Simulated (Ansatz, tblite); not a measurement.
# GeF2: spin states and exact exchange

Is the singlet the ground state of GeF2? Other spin states are computed and compared level by level.

Method: as each input shows; program: Ansatz 0.2.0, Gaussian basis.

Levels to be run: triplet, at the geometry of the singlet (GFN1-xTB, GFN2-xTB, PBE0-D4/def2-TZVP, PBE-D4/def2-TZVP, r2SCAN-D4/def2-TZVP); the singlet's energies come from earlier runs.

### 1 The geometry

The geometry is that of the singlet, from an earlier relaxation (PBE-D4/def2-TZVP).

3 atoms, charge 0, spin multiplicity 1.

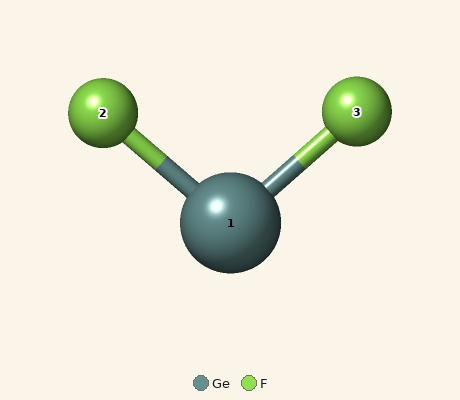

The structure; germanium teal, fluorine green; atoms are numbered from 1 in the order of the file.

Geometry (Å):

```mol
F2Ge
  3D, bonds by distance, orders not assigned

  3  2  0  0  0  0  0  0  0  0999 V2000
    0.0050   -0.0076   -0.7762 Ge  0  0
    1.3334   -0.0191    0.3969 F   0  0
   -1.3384    0.0267    0.3793 F   0  0
  1  2  8  0
  1  3  8  0
M  END
```

### 2 Triplet at the fixed geometry, GFN1-xTB

Tight binding, by tblite at 300 K electronic temperature and without a spin-polarisation term:

```python
tblite.interface.Calculator('GFN1-xTB', numbers, positions, charge=0, uhf=2).singlepoint()
```

Energy -322.1738 eV; 0.004 s.

### 3 Triplet at the fixed geometry, GFN2-xTB

Tight binding, by tblite at 300 K electronic temperature and without a spin-polarisation term:

```python
tblite.interface.Calculator('GFN2-xTB', numbers, positions, charge=0, uhf=2).singlepoint()
```

Energy -308.5761 eV; 0.004 s.

### 4 Triplet at the fixed geometry, PBE0-D4/def2-TZVP

Input file in.yaml:

```yaml
crystal:
  periodic: [false, false, false]
  atoms:
    - {symbol: Ge, position_ang: [0.004963, -0.007579, -0.776201]}
    - {symbol: F, position_ang: [1.333382, -0.019143, 0.396871]}
    - {symbol: F, position_ang: [-1.338354, 0.026722, 0.379330]}
basis:
  gaussian: {orbitals: def2-TZVP}
magnetization: {spin_polarized: true, initial_magnetization: 2}
hamiltonian: {xc: pbe0, dispersion: d4}
scf: {omitted_lower_state_checks: [starts]}
output: {orbitals: {seedname: orbitals}}
```

On the command line:

```sh
> ansatz run in.yaml --threads 4 --pin off --events-out ev --progress --plain --max-ram 3916MiB
```

What it wrote:

```text
Functional definition: PBE0
  name "PBE0"
  cite "Adamo & Barone, J. Chem. Phys. 110, 6158 (1999) doi:10.1063/1.478522"
  cite "Perdew, Burke & Ernzerhof, Phys. Rev. Lett. 77, 3865 (1996) doi:10.1103/PhysRevLett.77.3865"
  parent pbe
  parameter a = 0.25
  parameter kappa = 0.804
  parameter beta = 0.06672455060314922
  exchange = (1 - a)*pbe_x(kappa = kappa, mu = beta*pi^2/3) + a*exact_x
  correlation = pbe_c(beta = beta)
these checks for a lower state are left out or cut short: starts
713 factors; their error is unknown
mean field evaluation 1: about -61936.8345 eV, gradient 3.4e1 eV
mean field evaluation 2: about -61924.2449 eV, gradient 7.2e1 eV
mean field evaluation 4: about -61940.3146 eV, gradient 1.1e0 eV
mean field evaluation 8: about -61940.3155 eV, gradient 3.7e-2 eV
mean field evaluation 16: about -61940.6113 eV, gradient 2.7e-5 eV
mean field -61940.61126385 eV, -2276.2754790921 hartree, gradient 6.2e-6 eV, S^2 2.003497; 0 other end points of the search recorded, 0 dependent functions left out
reference -61940.61128384 eV, -2276.2754798270 hartree; 26, 24 occupied and 84, 86 virtual orbitals, 713 factors
Total energy: -61940.64262615 eV, -2276.2766316356 hartree
Checks for a lower state left out: starts
```

Wall time 1.1 s (4 threads of Intel Xeon at 2.70GHz, shared host).

HOMO -5.60 eV, LUMO -6.42 eV (over both spins; with the spin held, an empty level of the minority spin lies below the top filled one); ⟨S²⟩ 2.003 (pure: 2.00).

### 5 Triplet at the fixed geometry, PBE-D4/def2-TZVP

start.molden holds the orbitals of an earlier run on this state, given as this run's starting guess.

in.yaml: that of step 4 with these lines changed.

```diff
@@ -7,5 +7,5 @@
 basis:
-  gaussian: {orbitals: def2-TZVP}
+  gaussian: {orbitals: def2-TZVP, initial_orbitals: start.molden}
 magnetization: {spin_polarized: true, initial_magnetization: 2}
-hamiltonian: {xc: pbe0, dispersion: d4}
+hamiltonian: {xc: pbe, dispersion: d4}
 scf: {omitted_lower_state_checks: [starts]}
```

Same command.

What it wrote:

```text
Functional definition: PBE
  name "PBE"
  cite "Perdew, Burke & Ernzerhof, Phys. Rev. Lett. 77, 3865 (1996) doi:10.1103/PhysRevLett.77.3865"
  parent pbe
  parameter kappa = 0.804
  parameter beta = 0.06672455060314922
  exchange = pbe_x(kappa = kappa, mu = beta*pi^2/3)
  correlation = pbe_c(beta = beta)
these checks for a lower state are left out or cut short: starts
670 factors; their error is unknown
mean field evaluation 1: about -61939.3036 eV, gradient 7.7e0 eV
mean field evaluation 2: about -61939.4355 eV, gradient 1.6e-1 eV
mean field evaluation 4: about -61939.4198 eV, gradient 1.4e-3 eV
mean field evaluation 8: about -61939.4198 eV, gradient 1.4e-5 eV
mean field -61939.41982413 eV, -2276.2316944901 hartree, gradient 1.4e-5 eV, S^2 2.001829; 0 other end points of the search recorded, 0 dependent functions left out
reference -61939.41985053 eV, -2276.2316954601 hartree; 26, 24 occupied and 84, 86 virtual orbitals, 670 factors
Total energy: -61939.45783925 eV, -2276.2330915198 hartree
Checks for a lower state left out: starts
```

It took 0.91 s on 4 threads of Intel Xeon at 2.70GHz, shared host.

HOMO -4.32 eV, LUMO -7.42 eV (over both spins; with the spin held, an empty level of the minority spin lies below the top filled one); ⟨S²⟩ 2.002 (pure: 2.00).

### 6 Triplet at the fixed geometry, r2SCAN-D4/def2-TZVP

in.yaml: that of step 5 with these lines changed.

```diff
@@ -9,3 +9,3 @@
 magnetization: {spin_polarized: true, initial_magnetization: 2}
-hamiltonian: {xc: pbe, dispersion: d4}
+hamiltonian: {xc: r2scan, dispersion: d4}
 scf: {omitted_lower_state_checks: [starts]}
```

Launched as before.

What it wrote:

```text
Functional definition: r2SCAN
  name "r2SCAN"
  cite "Furness, Kaplan, Ning, Perdew & Sun, J. Phys. Chem. Lett. 11, 8208 (2020) doi:10.1021/acs.jpclett.0c02405"
  cite "Furness, Kaplan, Ning, Perdew & Sun, J. Phys. Chem. Lett. 11, 9248 (2020) doi:10.1021/acs.jpclett.0c03077"
  parent r2scan
  parameter k0 = 0.174
  parameter k1 = 0.065
  parameter a1 = 4.9479
  exchange = r2scan_x(k0 = k0, k1 = k1, a1 = a1)
  correlation = r2scan_c
these checks for a lower state are left out or cut short: starts
670 factors; their error is unknown
mean field evaluation 1: about -61950.5534 eV, gradient 4.6e0 eV
mean field evaluation 2: about -61950.5833 eV, gradient 5.2e-2 eV
mean field evaluation 4: about -61950.5749 eV, gradient 1.3e-4 eV
mean field evaluation 8: about -61950.5749 eV, gradient 1.6e-5 eV
mean field -61950.57489619 eV, -2276.6416358270 hartree, gradient 1.6e-5 eV, S^2 2.004034; 0 other end points of the search recorded, 0 dependent functions left out
reference -61950.57490499 eV, -2276.6416361505 hartree; 26, 24 occupied and 84, 86 virtual orbitals, 670 factors
Total energy: -61950.58288543 eV, -2276.6419294263 hartree
Checks for a lower state left out: starts
```

Wall time 1.5 s (4 threads of Intel Xeon at 2.70GHz, shared host).

From the report: HOMO -4.75 eV, LUMO -7.01 eV (over both spins; with the spin held, an empty level of the minority spin lies below the top filled one); ⟨S²⟩ 2.004 (pure: 2.00).

### 7 Triplet less singlet, vertical

The singlet's energies are those of its earlier runs, whose logs aren't repeated here.

```tsv
level	triplet less singlet, vertical (kJ/mol)	time
GFN1-xTB	+357.9	0.008 s
GFN2-xTB	+522.8	0.006 s
PBE-D4/def2-TZVP	+352.8	1.5 s
r2SCAN-D4/def2-TZVP	+335.1	2.3 s
PBE0-D4/def2-TZVP	+344.8	2 s
```

Times add the two runs; a level without a time comes out of a correlated run. Tight binding without a spin term can't rank spin states.

### 8 Summary of results

```
                                                quantity                                         value
triplet less singlet, vertical, functionals in def2-TZVP  +335.1 (r2SCAN-D4) to +352.8 kJ/mol (PBE-D4)
```

In words: All functionals put the triplet above the singlet, over a spread of 17.7 kJ/mol. The checks for a lower triplet were left out, so another state of that spin may lie lower. These are electronic energies, without zero-point motion, entropy or surroundings.
